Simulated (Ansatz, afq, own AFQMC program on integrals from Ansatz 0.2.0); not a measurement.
# BH₄ (doublet): quantum Monte Carlo beside coupled cluster at distance B1–H4 along a hydrogen transfer = 1.358 Å, cc-pVTZ

Aim: compute BH₄ (doublet) with auxiliary-field quantum Monte Carlo on the same integrals as coupled cluster, and set the energies side by side.

Method: cc-pVTZ, frozen cores; program: Ansatz 0.2.0, Gaussian basis, and an in-house AFQMC program (afq) on its integrals; all values are calculated.

Plan: PBE (unrestricted); CCSD(T) on UHF; r2SCAN (unrestricted); PBE0 (unrestricted); B3LYP (unrestricted); CCSDT(Q) on UHF; wB97M-V (unrestricted); B2PLYP (unrestricted); Phaseless AFQMC, CISD trial on UHF.

**1. What is computed**

The geometry derives from fragments relaxed apart (PBE0/def2-TZVP) and kept rigid, so it is no stationary point. A hydrogen atom is moved between rigid fragments.

5 atoms, charge 0, spin multiplicity 2.

Atoms are counted from 1 here; the program's logs count them from 0.

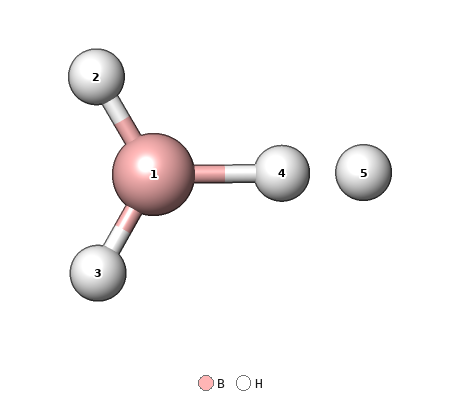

The geometry (boron pink, hydrogen white); atoms are numbered from 1 in the order of the file.

**2. PBE (unrestricted)**

The input, in.yaml:

```yaml
crystal:
  periodic: [false, false, false]
  atoms:
    - {symbol: B, position_ang: [-0.162336, 0.000000, 0.000000]}
    - {symbol: H, position_ang: [-0.759069, 1.033571, 0.000000]}
    - {symbol: H, position_ang: [-0.759069, -1.033571, 0.000000]}
    - {symbol: H, position_ang: [1.195664, 0.000000, 0.000000]}
    - {symbol: H, position_ang: [2.063664, 0.000000, 0.000000]}
basis:
  gaussian: {orbitals: cc-pVTZ}
magnetization: {spin_polarized: true, initial_magnetization: 1}
hamiltonian: {xc: {name: PBE}}
output: {orbitals: {seedname: orbitals}}
```

Launch:

```sh
ansatz run in.yaml --threads 1 --pin off --events-out ev --progress --plain --max-ram 8192MiB --backend cpu
```

Log:

```text
Functional definition: PBE
  name "PBE"
  cite "Perdew, Burke & Ernzerhof, Phys. Rev. Lett. 77, 3865 (1996) doi:10.1103/PhysRevLett.77.3865"
  parent pbe
  parameter kappa = 0.804
  parameter beta = 0.06672455060314922
  exchange = pbe_x(kappa = kappa, mu = beta*pi^2/3)
  correlation = pbe_c(beta = beta)
452 factors; their error is unknown
mean field evaluation 1: about -734.4132 eV, gradient 1.3e1 eV
mean field evaluation 2: about -734.8895 eV, gradient 1.0e1 eV
mean field evaluation 4: about -735.7152 eV, gradient 2.2e-1 eV
mean field evaluation 8: about -735.7021 eV, gradient 2.8e-1 eV
mean field evaluation 16: about -735.7023 eV, gradient 1.0e-5 eV
mean field evaluation 32: about -735.0759 eV, gradient 9.2e-1 eV
mean field -735.70229794 eV, -27.0365607724 hartree, gradient 1.5e-6 eV, S^2 0.753757; 4 other end points of the search recorded, 0 dependent functions left out
reference -735.70233225 eV, -27.0365620334 hartree; 5, 4 occupied and 81, 82 virtual orbitals, 452 factors
Total energy: -735.70233225 eV, -27.0365620334 hartree
```

It took 2.3 s on 1 thread of AMD EPYC 7R13 (Zen 3), shared host; peak memory 1.8 GiB.

From the report: ⟨S²⟩ of the determinant 0.754 (pure doublet: 0.75).

**3. CCSD(T) on UHF**

Edit in.yaml of step 2 so:

```diff
@@ -11,3 +11,2 @@
 magnetization: {spin_polarized: true, initial_magnetization: 1}
-hamiltonian: {xc: {name: PBE}}
-output: {orbitals: {seedname: orbitals}}
+correlation: {method: ccsd_t, electrons: outside_noble_gas, hamiltonian_folder: ham}
```

Launch:

```sh
ansatz run in.yaml --threads 1 --pin off --events-out ev --progress --plain --max-ram 24576MiB --backend cuda --devices 0, --max-vram 18GiB
```

Log, shortened:

```text
Functional definition: HF
  name "HF"
  cite "Fock, Z. Phys. 61, 126 (1930) doi:10.1007/BF01340294"
  parent pbe
[...]
469 factors; integrals over basis functions are off by at most 1.2e-3 eV
[...]
mean field -730.85781428 eV, -26.8585292815 hartree, gradient 2.1e-6 eV, S^2 0.771139; 4 other end points of the search recorded, 0 dependent functions left out
determinant -730.85781428 eV, -26.8585292815 hartree, with singles and doubles -735.07321883 eV, -27.0134425417 hartree
determinant -729.70066470 eV, -26.8160048190 hartree, with singles and doubles -734.21951178 eV, -26.9820693862 hartree
1 core orbitals not correlated: weight in the atoms' cores, before any rotation towards them, 1.000 or more for the frozen orbitals, at most 0.000 for the correlated occupied ones
reference -730.85781428 eV, -26.8585292815 hartree; 4, 3 occupied and 81, 82 virtual orbitals, 469 factors
second order -3.38381175 eV of doubles, -0.00000000 eV of singles
cycle   1  -4.08655191 eV  change   -3.5e-1 eV  update   1.7e-2
[...]
cycle   8  -4.09505759 eV  change   -1.1e-7 eV  update   6.2e-6
perturbative correction -0.08727850 eV, -0.0032074257 hartree
Total energy: -735.04015037 eV, -27.0122272981 hartree
```

Run time: 5.5 s. Hardware: 1 × NVIDIA H100 80GB HBM3 with 1 thread of AMD EPYC 7R13 (Zen 3), shared host; peak host memory 1.8 GiB.

From the report: ⟨S²⟩ of the determinant 0.771 (pure doublet: 0.75); correlation -4.1823 eV; T1 0.012; largest double amplitude 0.04.

This run also writes the integrals to the folder ham.

**4. r2SCAN (unrestricted)**

Edit in.yaml of step 3 so:

```diff
@@ -11,2 +11,2 @@
 magnetization: {spin_polarized: true, initial_magnetization: 1}
-correlation: {method: ccsd_t, electrons: outside_noble_gas, hamiltonian_folder: ham}
+hamiltonian: {xc: {name: r2SCAN}}
```

Launch:

```sh
ansatz run in.yaml --threads 1 --pin off --events-out ev --progress --plain --max-ram 8192MiB --backend cpu
```

Log:

```text
Functional definition: r2SCAN
  name "r2SCAN"
  cite "Furness, Kaplan, Ning, Perdew & Sun, J. Phys. Chem. Lett. 11, 8208 (2020) doi:10.1021/acs.jpclett.0c02405"
  cite "Furness, Kaplan, Ning, Perdew & Sun, J. Phys. Chem. Lett. 11, 9248 (2020) doi:10.1021/acs.jpclett.0c03077"
  parent r2scan
  parameter k0 = 0.174
  parameter k1 = 0.065
  parameter a1 = 4.9479
  exchange = r2scan_x(k0 = k0, k1 = k1, a1 = a1)
  correlation = r2scan_c
452 factors; their error is unknown
mean field evaluation 1: about -735.7992 eV, gradient 1.1e1 eV
mean field evaluation 2: about -736.3346 eV, gradient 7.0e0 eV
mean field evaluation 4: about -736.6824 eV, gradient 2.2e-1 eV
mean field evaluation 8: about -736.6691 eV, gradient 2.9e-1 eV
mean field evaluation 16: about -736.6693 eV, gradient 6.3e-5 eV
mean field evaluation 32: about -735.9833 eV, gradient 1.0e0 eV
mean field -736.66934845 eV, -27.0720992232 hartree, gradient 4.9e-6 eV, S^2 0.757652; 4 other end points of the search recorded, 0 dependent functions left out
reference -736.66936094 eV, -27.0720996823 hartree; 5, 4 occupied and 81, 82 virtual orbitals, 452 factors
Total energy: -736.66936094 eV, -27.0720996823 hartree
```

It took 3.5 s on 1 thread of AMD EPYC 7R13 (Zen 3), shared host; peak memory 1.8 GiB.

From the report: ⟨S²⟩ of the determinant 0.758 (pure doublet: 0.75).

**5. PBE0 (unrestricted)**

Edit in.yaml of step 4 so:

```diff
@@ -11,2 +11,3 @@
 magnetization: {spin_polarized: true, initial_magnetization: 1}
-hamiltonian: {xc: {name: r2SCAN}}
+hamiltonian: {xc: {name: PBE0}}
+output: {orbitals: {seedname: orbitals}}
```

The command is unchanged.

Log:

```text
Functional definition: PBE0
  name "PBE0"
  cite "Adamo & Barone, J. Chem. Phys. 110, 6158 (1999) doi:10.1063/1.478522"
  cite "Perdew, Burke & Ernzerhof, Phys. Rev. Lett. 77, 3865 (1996) doi:10.1103/PhysRevLett.77.3865"
  parent pbe
  parameter a = 0.25
  parameter kappa = 0.804
  parameter beta = 0.06672455060314922
  exchange = (1 - a)*pbe_x(kappa = kappa, mu = beta*pi^2/3) + a*exact_x
  correlation = pbe_c(beta = beta)
452 factors; their error is unknown
mean field evaluation 1: about -735.4489 eV, gradient 8.8e0 eV
mean field evaluation 2: about -735.8712 eV, gradient 4.5e0 eV
mean field evaluation 4: about -736.0196 eV, gradient 1.8e-1 eV
mean field evaluation 8: about -736.0117 eV, gradient 2.5e-2 eV
mean field evaluation 16: about -736.0117 eV, gradient 1.6e-4 eV
mean field -736.01170045 eV, -27.0479311049 hartree, gradient 1.7e-5 eV, S^2 0.756340; 1 other end points of the search recorded, 0 dependent functions left out
reference -736.01172603 eV, -27.0479320448 hartree; 5, 4 occupied and 81, 82 virtual orbitals, 452 factors
Total energy: -736.01172603 eV, -27.0479320448 hartree
```

Run time: 1.2 s. Hardware: 1 thread of AMD EPYC 7R13 (Zen 3), shared host; peak memory 1.8 GiB.

From the report: ⟨S²⟩ of the determinant 0.756 (pure doublet: 0.75).

**6. B3LYP (unrestricted)**

Edit in.yaml of step 5 so:

```diff
@@ -11,3 +11,2 @@
 magnetization: {spin_polarized: true, initial_magnetization: 1}
-hamiltonian: {xc: {name: PBE0}}
-output: {orbitals: {seedname: orbitals}}
+hamiltonian: {xc: {name: B3LYP}}
```

The command is unchanged.

Log, shortened:

```text
Functional definition: B3LYP
  name "B3LYP"
  cite "Stephens, Devlin, Chabalowski & Frisch, J. Phys. Chem. 98, 11623 (1994) doi:10.1021/j100096a001"
  cite "Becke, Phys. Rev. A 38, 3098 (1988) doi:10.1103/PhysRevA.38.3098"
  cite "Lee, Yang & Parr, Phys. Rev. B 37, 785 (1988) doi:10.1103/PhysRevB.37.785"
  cite "Vosko, Wilk & Nusair, Can. J. Phys. 58, 1200 (1980) doi:10.1139/p80-159"
[...]
452 factors; their error is unknown
[...]
mean field -737.68208501 eV, -27.1093166053 hartree, gradient 2.4e-5 eV, S^2 0.754998; 1 other end points of the search recorded, 0 dependent functions left out
reference -737.68229247 eV, -27.1093242293 hartree; 5, 4 occupied and 81, 82 virtual orbitals, 452 factors
Total energy: -737.68229247 eV, -27.1093242293 hartree
```

Run time: 1.2 s. Hardware: 1 thread of AMD EPYC 7R13 (Zen 3), shared host; peak memory 1.8 GiB.

From the report: ⟨S²⟩ of the determinant 0.755 (pure doublet: 0.75).

**7. CCSDT(Q) on UHF**

Edit in.yaml of step 6 so:

```diff
@@ -11,2 +11,2 @@
 magnetization: {spin_polarized: true, initial_magnetization: 1}
-hamiltonian: {xc: {name: B3LYP}}
+correlation: {method: ccsdt_q, electrons: outside_noble_gas}
```

Launch:

```sh
ansatz run in.yaml --threads 1 --pin off --events-out ev --progress --plain --max-ram 24576MiB --backend cuda --devices 0, --max-vram 18GiB
```

Log, shortened:

```text
Functional definition: HF
  name "HF"
  cite "Fock, Z. Phys. 61, 126 (1930) doi:10.1007/BF01340294"
  parent pbe
[...]
1040 factors; integrals over basis functions are off by at most 2.1e-7 eV
[...]
mean field -730.85781811 eV, -26.8585294223 hartree, gradient 2.1e-6 eV, S^2 0.771139; 4 other end points of the search recorded, 0 dependent functions left out
determinant -730.85781811 eV, -26.8585294223 hartree, with singles and doubles -735.07323733 eV, -27.0134432214 hartree
determinant -729.70067136 eV, -26.8160050635 hartree, with singles and doubles -734.21953061 eV, -26.9820700779 hartree
1 core orbitals not correlated: weight in the atoms' cores, before any rotation towards them, 1.000 or more for the frozen orbitals, at most 0.000 for the correlated occupied ones
reference -730.85781811 eV, -26.8585294223 hartree; 4, 3 occupied and 81, 82 virtual orbitals, 1040 factors
second order -3.38382897 eV of doubles, -0.00000000 eV of singles
cycle   1  -3.88282584 eV  change   -5.0e-1 eV  update   5.5e-2
[...]
cycle  14  -4.19890204 eV  change    2.3e-7 eV  update   3.0e-7
perturbative correction -0.00189524 eV, -0.0000696488 hartree
Total energy: -735.05861539 eV, -27.0129058751 hartree
```

It took 7 s on 1 × NVIDIA H100 80GB HBM3 with 1 thread of AMD EPYC 7R13 (Zen 3), shared host; peak host memory 1.8 GiB.

From the report: ⟨S²⟩ of the determinant 0.771 (pure doublet: 0.75); correlation -4.2008 eV; T1 0.013; largest double amplitude 0.04.

**8. wB97M-V (unrestricted)**

Edit in.yaml of step 7 so:

```diff
@@ -11,2 +11,3 @@
 magnetization: {spin_polarized: true, initial_magnetization: 1}
-correlation: {method: ccsdt_q, electrons: outside_noble_gas}
+hamiltonian: {xc: {name: wB97M-V}}
+output: {orbitals: {seedname: orbitals}}
```

Launch:

```sh
ansatz run in.yaml --threads 1 --pin off --events-out ev --progress --plain --max-ram 8192MiB --backend cpu
```

Log, shortened:

```text
Functional definition: wB97M-V
  name "wB97M-V"
  cite "Mardirossian & Head-Gordon, J. Chem. Phys. 144, 214110 (2016) doi:10.1063/1.4952647"
  cite "Becke, J. Chem. Phys. 107, 8554 (1997) doi:10.1063/1.475007"
  cite "Vydrov & Van Voorhis, J. Chem. Phys. 133, 244103 (2010) doi:10.1063/1.3521275"
  # Of w^i u^j: cxij and so on, Table III.
[...]
  gx(w, u) = 1 - cx + cx01*u + cx10*w
  gss(w, u) = css00 + css04*u^4 + css10*w + css20*w^2 + css43*w^4*u^3
  gos(w, u) = cos00 + cos10*w + (cos20 + cos21*u)*w^2 + (cos60 + cos61*u)*w^6
[...]
      + integral(e_c_pw_mod_opposite_spin*gos(b97_w_opposite, b97_u_opposite)) + vv10(b, c)
452 factors; their error is unknown
123 factors; integrals over basis functions are off by at most 2.1e-5 eV
[...]
mean field -736.17075078 eV, -27.0537760969 hartree, gradient 2.7e-5 eV, S^2 0.753350; 1 other end points of the search recorded, 0 dependent functions left out
reference -736.17079040 eV, -27.0537775528 hartree; 5, 4 occupied and 81, 82 virtual orbitals, 452 factors
Total energy: -736.17079040 eV, -27.0537775528 hartree
```

Wall time 6 s (1 thread of AMD EPYC 7R13 (Zen 3), shared host); peak memory 1.8 GiB.

From the report: ⟨S²⟩ of the determinant 0.753 (pure doublet: 0.75).

**9. B2PLYP (unrestricted)**

Edit in.yaml of step 8 so:

```diff
@@ -11,3 +11,3 @@
 magnetization: {spin_polarized: true, initial_magnetization: 1}
-hamiltonian: {xc: {name: wB97M-V}}
-output: {orbitals: {seedname: orbitals}}
+hamiltonian: {xc: {name: B2PLYP}}
+correlation: {electrons: outside_noble_gas}
```

The command is unchanged.

Log, shortened:

```text
Functional definition: B2PLYP
  name "B2PLYP"
  cite "Grimme, J. Chem. Phys. 124, 034108 (2006) doi:10.1063/1.2148954"
  cite "Becke, Phys. Rev. A 38, 3098 (1988) doi:10.1103/PhysRevA.38.3098"
  cite "Lee, Yang & Parr, Phys. Rev. B 37, 785 (1988) doi:10.1103/PhysRevB.37.785"
[...]
469 factors; integrals over basis functions are off by at most 1.2e-3 eV
[...]
mean field -735.15383393 eV, -27.0164050919 hartree, gradient 5.3e-6 eV, S^2 0.760087; 2 other end points of the search recorded, 0 dependent functions left out
1 core orbitals not correlated: weight in the atoms' cores, before any rotation towards them, 1.000 or more for the frozen orbitals, at most 0.000 for the correlated occupied ones
reference -735.15396424 eV, -27.0164098804 hartree; 4, 3 occupied and 81, 82 virtual orbitals, 469 factors
second order -4.14057280 eV of doubles, -0.00000000 eV of singles
Total energy: -736.27191889 eV, -27.0574939562 hartree
```

Wall time 1.5 s (1 thread of AMD EPYC 7R13 (Zen 3), shared host); peak memory 1.8 GiB.

From the report: ⟨S²⟩ of the determinant 0.760 (pure doublet: 0.75).

**10. Phaseless AFQMC, CISD trial on UHF**

It reads the integrals that the CCSD(T) run on this determinant wrote.

Launch:

```sh
afq ham --method phaseless --trial cisd --walkers 1900 --populations 20 --least-time 60 --time-step 0.005 --steps-per-block 50 --equilibration-blocks 28 --max-blocks 4000 --target-error 0.00016 --factor-cut 1e-05 --start spin_pure --seed 4092 --release-times 0.24,0.51,0.99,1.62,2.4 --release-step 0.03 --release-every 3 --taylor-order 6
```

Log:

```text
orbitals 85  electrons 4 3  factors 469 of 469
reference energy -26.85852928 Eh
CCSD correlation -0.15049063 Eh in 10 cycles, weight of the determinant in the CISD state 0.9295
energy of the start -27.008633 Eh
 block  time / (1/Eh)  mean weight  energy / Eh
     1     0.250  1.0001  -27.008189
     2     0.500  1.0002  -27.009336
     3     0.750  1.0000  -27.010150
     4     1.000  0.9999  -27.011126
     5     1.250  1.0002  -27.011941
     6     1.500  1.0001  -27.011973
     7     1.750  0.9997  -27.012084
     8     2.000  1.0000  -27.012304
     9     2.250  0.9997  -27.012186
    10     2.500  0.9998  -27.011909
    11     2.750  0.9998  -27.012489
    12     3.000  0.9998  -27.012431
    13     3.250  0.9993  -27.012571
    14     3.500  1.0000  -27.012478
    15     3.750  0.9998  -27.012323
    16     4.000  1.0001  -27.012705
    17     4.250  0.9998  -27.012677
    18     4.500  0.9996  -27.012913
    19     4.750  1.0001  -27.013046
    20     5.000  0.9998  -27.013256
    21     5.250  0.9999  -27.013246
    22     5.500  0.9994  -27.012907
    23     5.750  1.0001  -27.012361
    24     6.000  0.9991  -27.012432
    25     6.250  0.9999  -27.012724
    26     6.500  1.0003  -27.012856
    27     6.750  0.9997  -27.012679
    28     7.000  1.0002  -27.012659
    29     7.250  1.0001  -27.012862
    30     7.500  1.0001  -27.012490
    31     7.750  1.0005  -27.012823
    32     8.000  0.9999  -27.012661
    33     8.250  0.9996  -27.012867
    34     8.500  0.9999  -27.012897
    35     8.750  0.9997  -27.012965
    36     9.000  1.0001  -27.012663
    37     9.250  1.0002  -27.012654
    38     9.500  1.0001  -27.012714
    39     9.750  1.0001  -27.012742
    40    10.000  1.0003  -27.012583
    41    10.250  1.0000  -27.012486
    42    10.500  0.9998  -27.012712
    43    10.750  1.0005  -27.012532
    44    11.000  1.0000  -27.012722
    45    11.250  1.0002  -27.012906
    46    11.500  1.0000  -27.013132
    47    11.750  0.9997  -27.013237
    48    12.000  0.9996  -27.013192
    49    12.250  1.0003  -27.012809
    50    12.500  0.9995  -27.012851
    51    12.750  1.0001  -27.012758
    52    13.000  0.9996  -27.012208
    53    13.250  1.0006  -27.012678
    54    13.500  1.0002  -27.012819
    55    13.750  1.0002  -27.012673
    56    14.000  1.0002  -27.012884
    57    14.250  1.0001  -27.012908
    58    14.500  0.9998  -27.012868
    59    14.750  1.0001  -27.012443
    60    15.000  0.9997  -27.012536
    61    15.250  1.0001  -27.012573
    62    15.500  0.9998  -27.012453
    63    15.750  1.0000  -27.012472
    64    16.000  1.0001  -27.012214
    65    16.250  1.0003  -27.012442
    66    16.500  1.0001  -27.012501
    67    16.750  1.0001  -27.012414
    68    17.000  0.9999  -27.012459
    69    17.250  1.0000  -27.012464
    70    17.500  1.0000  -27.012662
    71    17.750  1.0002  -27.012402
    72    18.000  1.0002  -27.012250
    73    18.250  1.0001  -27.012377
    74    18.500  0.9999  -27.012736
    75    18.750  1.0001  -27.012526
    76    19.000  0.9993  -27.012678
    77    19.250  0.9996  -27.012879
    78    19.500  1.0002  -27.012739
error from the spread of 20 populations
released: time / (1/Eh)  energy / Eh  error  mean overlap
  0.24  -27.012731  0.000056  0.9963
  0.51  -27.012776  0.000064  0.9903
  0.99  -27.012884  0.000046  0.9863
  1.62  -27.012849  0.000063  0.9844
  2.40  -27.012839  0.000075  0.9880
energy -27.012670 +/- 0.000070 Eh
```

Run time: 52 s. Hardware: 1 × NVIDIA H100 80GB HBM3 with 2 threads of AMD EPYC 7R13 (Zen 3), shared host; peak host memory 1.8 GiB.

Energy -735.0522 ± 0.0019 eV. Caveats: constraint bias not in the error.

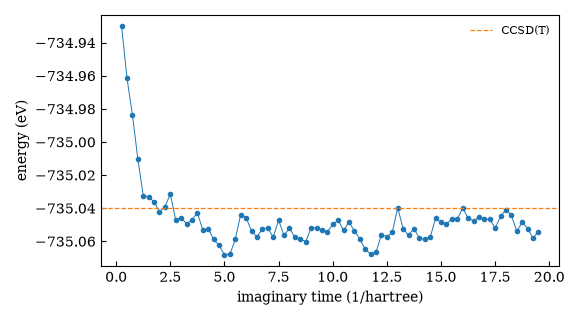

Block energies along the walk.

**11. AFQMC on the ladder**

On the UHF determinant, counted from CCSDT(Q) (a yardstick, not exact):

| level | energy (eV) | from CCSDT(Q) (kJ/mol) | statistical error (kJ/mol) | time |
| --- | --- | --- | --- | --- |
| HF | -730.8578 | +405.3 |  |  |
| MP2 | -734.2416 | +78.8 |  |  |
| CCSD | -734.9529 | +10.2 |  |  |
| CCSD(T) | -735.0402 | +1.8 |  |  |
| CCSDT(Q) | -735.0586 | 0.0 |  |  |
| Phaseless AFQMC, CISD trial, step 0.005, 1900 walkers | -735.0522 | +0.6 | 0.2 | 52 s |

The functionals' totals stand on their own zeros and serve differences with other points: PBE -735.702 eV; r2SCAN -736.669 eV; PBE0 -736.012 eV; B3LYP -737.682 eV; wB97M-V -736.171 eV; B2PLYP -736.272 eV.

**12. Summary of results**

```
                                        quantity              value
                    CCSD(T) on UHF from CCSDT(Q)        +1.8 kJ/mol
Phaseless AFQMC, CISD trial on UHF from CCSDT(Q)  +0.6 ± 0.2 kJ/mol
```

In words: On UHF the phaseless walk with the CISD trial lies +0.6 kJ/mol from CCSDT(Q), 3 times its error bar. Error bars are statistical and leave out the constraint, the time step and what remains of the start.
